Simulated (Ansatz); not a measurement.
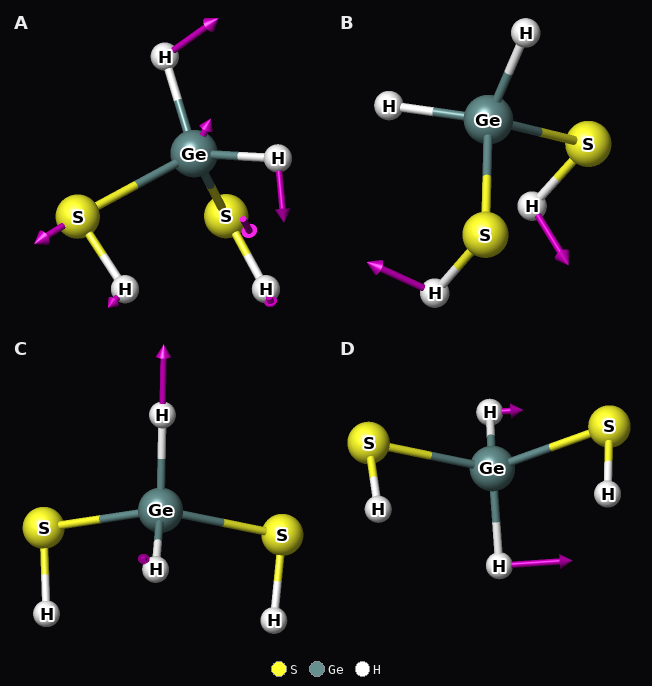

4 normal modes of one molecule or complex, as arrows. Harmonic vibrations computed with RKS PBE0-D4/def2-TZVP (Ansatz 0.2.0) at a stationary point of the same level.

### Match the panels to the wavenumbers 78 cm⁻¹, 393 cm⁻¹, 741 cm⁻¹, 2192 cm⁻¹.

A: 393 cm⁻¹, in-phase stretching of 2 Ge–S bonds
B: 78 cm⁻¹, a torsion or out-of-plane motion in which bond lengths and bond angles hardly change
C: 2192 cm⁻¹, Ge–H stretching
D: 741 cm⁻¹, H–Ge–S bending
